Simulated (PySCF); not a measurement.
SMILES c1cnccc1C(C)(C)C (C9H13N), singlet at its GFN2-xTB optimised geometry (Å):

```
23

C      2.4728    -1.2725    -0.0072
C      0.9557    -1.4752    -0.0004
C      0.5679    -2.2725    -1.2536
C      0.5779    -2.2667     1.2595
C      0.1936    -0.1620     0.0000
C      0.8110     1.0841     0.0007
C      0.0300     2.2302     0.0008
N     -1.2902     2.2213     0.0003
C     -1.8853     1.0401     0.0000
C     -1.2008    -0.1620     0.0000
H      2.7917    -0.7318    -0.8955
H      2.7997    -0.7301     0.8772
H      2.9676    -2.2415    -0.0083
H     -0.4943    -2.5008    -1.2662
H      1.1180    -3.2106    -1.2836
H      0.8058    -1.7043    -2.1507
H      1.1219    -3.2084     1.2853
H     -0.4858    -2.4872     1.2855
H      0.8304    -1.6978     2.1522
H      1.8835     1.1842     0.0011
H      0.4896     3.2106     0.0013
H     -2.9676     1.0627    -0.0004
H     -1.7585    -1.0856    -0.0001
```

Computed with B3LYP/def2-SVP run with PySCF. Cells within 0.4 Å of a nucleus heavier than hydrogen are left out (blank, or x).

Map of the electrostatic potential (hartree/e), clipped to [-0.08, 0.12] on the plane z = 1.0 Å:

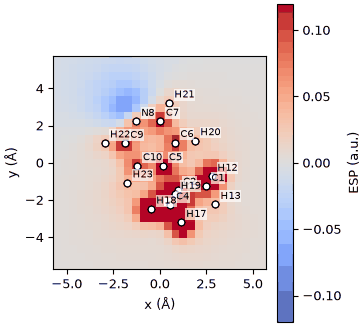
Fig. 1. Electrostatic potential (hartree/e), clipped to [-0.08, 0.12] on the plane z = 1.0 Å.
